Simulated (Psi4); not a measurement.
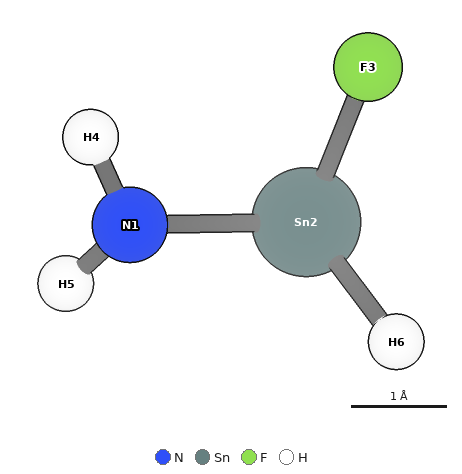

The structure (ball-and-stick view, seen on its broad side; atoms are numbered from 1 in the order of the input). Sticks mark near contacts. Bond lengths as drawn: F–Sn 1.94 Å, H–N 1.01 Å, H–Sn 1.75 Å and N–Sn 2.03 Å.

SnNH₃F: single-point calculation

- system: SnNH₃F, multiplicity 4, SMILES [NH2][SnH][F]
- method: B3LYP/def2-TZVPP, UKS, core potentials def2 (Psi4 1.11)

The geometry is that of the parent species in another charge or spin state. The geometry comes from this level: PBE0-D4/def2-TZVP.

**Output**
```
Psi4 1.11 release

   => Loading Basis Set <=

    Name: DEF2-TZVPP
    Role: ORBITAL
    Keyword: BASIS

    !!!  WARNING: ECP capability is in beta. Please check occupations closely.  !!!

         ---------------------------------------------------------
                                   SCF
                              UKS Reference
                        1 Threads,   1525 MiB Core
         ---------------------------------------------------------

  ==> Geometry <==

    Molecular point group: c1
    Full point group: C1

    Geometry (in Angstrom), charge = 0, multiplicity = 4:

       Center              X                  Y                   Z               Mass
    ------------   -----------------  -----------------  -----------------  -----------------
         N           -0.913861321453     0.648831634134    -1.499325779807    14.003074004430
         SN          -0.145561321453    -0.101568365866     0.228174220193   119.902201630000
         F            1.734538678547     0.061531634134    -0.202225779807    18.998403162730
         H           -0.387961321453     0.368331634134    -2.319625779807     1.007825032230
         H           -1.894461321453     0.462331634134    -1.671325779807     1.007825032230
         H           -0.400061321453     1.078031634134     1.489074220193     1.007825032230

  Running in c1 symmetry.

  Rotational constants: A =      0.33011  B =      0.19915  C =      0.12935 [cm^-1]
  Rotational constants: A =   9896.44974  B =   5970.39877  C =   3877.67950 [MHz]
  Nuclear repulsion =  134.387417580254777

  Charge       = 0
  Multiplicity = 4
  Electrons    = 41
  Nalpha       = 22
  Nbeta        = 19

  ==> Algorithm <==

  SCF Algorithm Type is DF.
  DIIS enabled.
  MOM disabled.
  Fractional occupation disabled.
  Guess Type is SAD.
  Energy threshold   = 1.00e-06
  Density threshold  = 1.00e-06
  Integral threshold = 1.00e-12

  ==> Primary Basis <==

  Basis Set: DEF2-TZVPP
    Blend: DEF2-TZVPP
    Number of shells: 56
    Number of basis functions: 154
    Number of Cartesian functions: 176
    Spherical Harmonics?: true
    Max angular momentum: 3

  Core potential: DEF2-TZVPP
    Number of shells: 4
    Number of ECP primitives: 18
    Number of ECP core electrons: 28
    Max angular momentum: 3

  ==> DFT Potential <==

   => LibXC <=

    Version 7.1.2

   => Composite Functional: B3LYP <=

    B3LYP Hyb-GGA Exchange-Correlation Functional

    Deriv               =              1
    GGA                 =           TRUE
    Meta                =          FALSE

    Exchange Hybrid     =           TRUE
    MP2 Hybrid          =          FALSE

   => Exchange Functionals <=

    0.0800   Slater exchange
    0.7200         Becke 88

   => Exact (HF) Exchange <=

    0.2000               HF

   => Correlation Functionals <=

    0.1900   Vosko, Wilk & Nusair (VWN5_RPA)
    0.8100   Lee, Yang & Parr

   => LibXC Density Thresholds  <==

    XC_HYB_GGA_XC_B3LYP:  1.00E-15

   => Molecular Quadrature <=

    Radial Scheme          =       TREUTLER
    Pruning Scheme         =           NONE
    Nuclear Scheme         =       TREUTLER

    Blocking Scheme        =         OCTREE
    BS radius alpha        =              1
    Pruning alpha          =              1
    Radial Points          =             99
    Spherical Points       =            590
    Total Points           =         336450
    Total Blocks           =           2497
    Max Points             =            256
    Max Functions          =            151
    Weights Tolerance      =       1.00E-15

   => Loading Basis Set <=

    Name: (DEF2-TZVPP AUX)
    Role: JKFIT
    Keyword: DF_BASIS_SCF

  ==> Integral Setup <==

  DFHelper Memory: AOs need 0.080 GiB; user supplied 0.080 GiB.
  SCF_SUBTYPE=INCORE selected. In-core MEM_DF algorithm will be used.
  Using in-core AOs.

  ==> MemDFJK: Density-Fitted J/K Matrices <==

    J tasked:                   Yes
    K tasked:                   Yes
    wK tasked:                   No
    Memory [MiB]:                82
    Algorithm:                 Core
    Schwarz Cutoff:           1E-12
    Mask sparsity (%):       3.1793
    Fitting Condition:        1E-10

   => Auxiliary Basis Set <=

  Basis Set: (DEF2-TZVPP AUX)
    Blend: DEF2-UNIVERSAL-JKFIT
    Number of shells: 114
    Number of basis functions: 426
    Number of Cartesian functions: 555
    Spherical Harmonics?: true
    Max angular momentum: 5

  Cached 50.0% of DFT collocation blocks in 0.533 [GiB].

  Minimum eigenvalue in the overlap matrix is 1.1215802207E-03.
  Reciprocal condition number of the overlap matrix is 1.7457729202E-04.
    Using symmetric orthogonalization.

  ==> Pre-Iterations <==

  SCF Guess: Superposition of Atomic Densities via on-the-fly atomic UHF (no occupation information).

 WARNING: Atomic UHF is not converging! Try casting from a smaller basis or call Rob at CCMST.
   -------------------------
    Irrep   Nso     Nmo
   -------------------------
     A        154     154
   -------------------------
    Total     154     154
   -------------------------

  ==> Iterations <==

                           Total Energy        Delta E     RMS |[F,P]|

   @DF-UKS iter SAD:  -369.17084095305438   -3.69171e+02   0.00000e+00
   @DF-UKS iter   1:  -370.23938317481026   -1.06854e+00   6.30814e-03 DIIS/ADIIS
   @DF-UKS iter   2:  -368.54391571295139    1.69547e+00   1.41880e-02 DIIS/ADIIS
   @DF-UKS iter   3:  -370.42130328435542   -1.87739e+00   4.59514e-03 DIIS/ADIIS
   @DF-UKS iter   4:  -370.61745387013036   -1.96151e-01   1.39952e-03 DIIS/ADIIS
   @DF-UKS iter   5:  -370.63257814214728   -1.51243e-02   7.83582e-04 DIIS/ADIIS
   @DF-UKS iter   6:  -370.63958499322484   -7.00685e-03   1.89765e-04 DIIS/ADIIS
   @DF-UKS iter   7:  -370.64161226178754   -2.02727e-03   9.97674e-05 DIIS
   @DF-UKS iter   8:  -370.64270718891021   -1.09493e-03   7.44424e-05 DIIS
   @DF-UKS iter   9:  -370.64341780593048   -7.10617e-04   4.21556e-05 DIIS
   @DF-UKS iter  10:  -370.64401488718948   -5.97081e-04   2.95017e-05 DIIS
   @DF-UKS iter  11:  -370.64412002700539   -1.05140e-04   1.86354e-05 DIIS
   @DF-UKS iter  12:  -370.64417724186120   -5.72149e-05   6.60380e-06 DIIS
   @DF-UKS iter  13:  -370.64418305025976   -5.80840e-06   3.38380e-06 DIIS
   @DF-UKS iter  14:  -370.64418339621346   -3.45954e-07   1.16464e-06 DIIS
   @DF-UKS iter  15:  -370.64418343967606   -4.34626e-08   3.44654e-07 DIIS
  Energy and wave function converged.

  ==> Post-Iterations <==

   Electrons on quadrature grid:
      Nalpha   =   22.0000000335 ; deviation = 3.347e-08
      Nbeta    =   18.9999999248 ; deviation = -7.523e-08
      Ntotal   =   40.9999999582 ; deviation = -4.176e-08

   @Spin Contamination Metric:   6.107708351E-03
   @S^2 Expected:                3.750000000E+00
   @S^2 Observed:                3.756107708E+00
   @S   Expected:                1.500000000E+00
   @S   Observed:                1.500000000E+00

    Orbital Energies [Eh]
    ---------------------

    Alpha Occupied:

       1A    -24.635020     2A    -14.449773     3A     -5.124462
       4A     -3.466914     5A     -3.465499     6A     -3.461853
       7A     -1.144511     8A     -1.062189     9A     -1.050920
      10A     -1.047069    11A     -1.045143    12A     -1.031928
      13A     -0.965108    14A     -0.592245    15A     -0.563091
      16A     -0.463922    17A     -0.444233    18A     -0.406171
      19A     -0.389701    20A     -0.376959    21A     -0.258099
      22A     -0.092478

    Alpha Virtual:

      23A     -0.036635    24A      0.017201    25A      0.018894
      26A      0.035461    27A      0.077425    28A      0.118294
      29A      0.134346    30A      0.160558    31A      0.173403
      32A      0.188588    33A      0.203655    34A      0.248823
      35A      0.279570    36A      0.297863    37A      0.318564
      38A      0.346001    39A      0.393180    40A      0.400156
      41A      0.428994    42A      0.491247    43A      0.545716
      44A      0.579514    45A      0.588255    46A      0.609269
      47A      0.623459    48A      0.645666    49A      0.667496
      50A      0.692253    51A      0.754243    52A      0.774529
      53A      0.790770    54A      0.861067    55A      0.882414
      56A      0.902304    57A      0.925238    58A      0.941075
      59A      0.951025    60A      0.981275    61A      1.009532
      62A      1.018384    63A      1.042802    64A      1.074691
      65A      1.090418    66A      1.104800    67A      1.153254
      68A      1.174837    69A      1.226148    70A      1.383669
      71A      1.414795    72A      1.461174    73A      1.475337
      74A      1.515708    75A      1.593348    76A      1.951018
      77A      1.989923    78A      2.003572    79A      2.063087
      80A      2.095906    81A      2.132318    82A      2.138951
      83A      2.186569    84A      2.320423    85A      2.333631
      86A      2.363649    87A      2.387557    88A      2.410839
      89A      2.444525    90A      2.484517    91A      2.594634
      92A      2.614711    93A      2.698905    94A      2.813964
      95A      3.025617    96A      3.086082    97A      3.139431
      98A      3.194174    99A      3.211883   100A      3.222784
     101A      3.244624   102A      3.255483   103A      3.282805
     104A      3.291277   105A      3.334353   106A      3.403078
     107A      3.483274   108A      3.487004   109A      3.636418
     110A      3.669186   111A      3.714569   112A      3.715870
     113A      3.750325   114A      3.793245   115A      3.829674
     116A      3.840457   117A      3.880007   118A      3.979473
     119A      4.069445   120A      4.162603   121A      4.278131
     122A      4.338407   123A      4.419135   124A      4.462262
     125A      4.592130   126A      4.629088   127A      4.824223
     128A      5.299248   129A      5.324774   130A      5.370958
     131A      5.528361   132A      5.564120   133A      5.819305
     134A      6.279958   135A      6.314091   136A      6.894880
     137A      6.899215   138A      6.902948   139A      6.904627
     140A      6.909101   141A      6.917764   142A      6.928673
     143A      8.297306   144A      8.311445   145A      8.437816
     146A      8.458490   147A      8.690015   148A     32.092657
     149A     36.318467   150A     36.874047   151A     36.971560
     152A     37.060388   153A     56.828162   154A    112.872081

    Beta Occupied:

       1A    -24.629809     2A    -14.425455     3A     -5.120614
       4A     -3.463103     5A     -3.462062     6A     -3.458501
       7A     -1.133833     8A     -1.052316     9A     -1.045304
      10A     -1.043262    11A     -1.039391    12A     -1.024288
      13A     -0.909725    14A     -0.572206    15A     -0.536174
      16A     -0.425795    17A     -0.385175    18A     -0.379919
      19A     -0.352524

    Beta Virtual:

      20A     -0.260497    21A     -0.142212    22A     -0.025707
      23A     -0.018455    24A      0.036238    25A      0.048008
      26A      0.056703    27A      0.086376    28A      0.133665
      29A      0.151003    30A      0.183316    31A      0.196943
      32A      0.204568    33A      0.229420    34A      0.272296
      35A      0.297903    36A      0.324870    37A      0.335466
      38A      0.369842    39A      0.411092    40A      0.415823
      41A      0.451071    42A      0.510716    43A      0.563976
      44A      0.594221    45A      0.605173    46A      0.620701
      47A      0.639176    48A      0.661889    49A      0.683369
      50A      0.710538    51A      0.765838    52A      0.790860
      53A      0.807614    54A      0.879255    55A      0.903036
      56A      0.912044    57A      0.946478    58A      0.959102
      59A      0.965976    60A      1.000756    61A      1.036845
      62A      1.038071    63A      1.068015    64A      1.093910
      65A      1.109825    66A      1.120563    67A      1.175275
      68A      1.193320    69A      1.247099    70A      1.417140
      71A      1.444157    72A      1.482044    73A      1.508430
      74A      1.534959    75A      1.619228    76A      1.990999
      77A      1.999920    78A      2.028025    79A      2.074564
      80A      2.123118    81A      2.145469    82A      2.147033
      83A      2.199500    84A      2.332044    85A      2.346814
      86A      2.378485    87A      2.402264    88A      2.427389
      89A      2.460252    90A      2.497617    91A      2.616142
      92A      2.638617    93A      2.721198    94A      2.842963
      95A      3.042521    96A      3.106754    97A      3.153621
      98A      3.224405    99A      3.229657   100A      3.238078
     101A      3.253403   102A      3.268857   103A      3.295619
     104A      3.304022   105A      3.362180   106A      3.433253
     107A      3.500337   108A      3.507981   109A      3.652469
     110A      3.689970   111A      3.737473   112A      3.741239
     113A      3.780741   114A      3.825910   115A      3.856710
     116A      3.863278   117A      3.901080   118A      4.013649
     119A      4.083453   120A      4.181793   121A      4.291000
     122A      4.397930   123A      4.457366   124A      4.499028
     125A      4.666808   126A      4.693212   127A      4.878904
     128A      5.320391   129A      5.377256   130A      5.397199
     131A      5.551840   132A      5.607975   133A      5.835694
     134A      6.296651   135A      6.336855   136A      6.902535
     137A      6.906893   138A      6.909678   139A      6.910946
     140A      6.917639   141A      6.924688   142A      6.936203
     143A      8.308390   144A      8.322818   145A      8.452014
     146A      8.469039   147A      8.702382   148A     32.119552
     149A     36.319542   150A     36.877025   151A     36.974514
     152A     37.061289   153A     56.833357   154A    112.850514

    Final Occupation by Irrep:
              A
    DOCC [    19 ]
    SOCC [     3 ]
    NA   [    22 ]
    NB   [    19 ]

  @DF-UKS Final Energy:  -370.64418343967606

   => Energetics <=

    Nuclear Repulsion Energy =            134.3874175802547768
    One-Electron Energy =                -858.9851814609741041
    Two-Electron Energy =                 383.6070836399261452
    DFT Exchange-Correlation Energy =     -29.6535031988828770
    Empirical Dispersion Energy =           0.0000000000000000
    VV10 Nonlocal Energy =                  0.0000000000000000
    Total Energy =                       -370.6441834396760555

  UHF NO Occupations:
  HONO-2 :   20  A 1.0000000
  HONO-1 :   21  A 1.0000000
  HONO-0 :   22  A 1.0000000
  LUNO+0 :   23  A 0.0011735
  LUNO+1 :   24  A 0.0009201
  LUNO+2 :   25  A 0.0003879
  LUNO+3 :   26  A 0.0002471

Computation Completed

Properties will be evaluated at   0.000000,   0.000000,   0.000000 [a0]

Properties computed using the SCF density matrix

 Multipole Moments:

 ------------------------------------------------------------------------------------
     Multipole            Electronic (a.u.)      Nuclear  (a.u.)        Total (a.u.)
 ------------------------------------------------------------------------------------

 L = 1.  Multiply by 2.5417464519 to convert [e a0] to [Debye]
 Dipole X            :         -7.2626789            6.2908715           -0.9718075
 Dipole Y            :         -8.8252757            9.0136100            0.1883343
 Dipole Z            :         17.5428975          -18.5143214           -0.9714239
 Magnitude           :                                                    1.3869189

 ------------------------------------------------------------------------------------

	total time  =         61 seconds =       1.02 minutes

    Psi4 run time: 0:01:01.20
```

The run was set up as follows.

**Input (fh3nsn.inp)**
```
memory 1600 mb

molecule {
  0 4
  N     -0.572300     0.218600    -0.844500
  Sn     0.196000    -0.531800     0.883000
  F      2.076100    -0.368700     0.452600
  H     -0.046400    -0.061900    -1.664800
  H     -1.552900     0.032100    -1.016500
  H     -0.058500     0.647800     2.143900
  symmetry c1
}

set {
  reference uks
  puream true
  scf_type df
  dft_radial_points 99
  dft_spherical_points 590
  maxiter 100
}

e, wfn = energy("b3lyp/def2-TZVPP", return_wfn=True)
```

Launch command:
```bash
psi4 -n 1 fh3nsn.inp fh3nsn.out
```

**Key numbers**

```csv
quantity,value
outcome,converged
total energy,−370.644183 hartree
basis functions,154
⟨S²⟩,3.756
dipole moment,3.53 D
hardware,"1 thread of Intel Xeon @ 2.50GHz (Skylake/Cascade Lake), 64 GiB of memory available, shared host"
wall time,63 s
peak memory,0.85 GiB
```
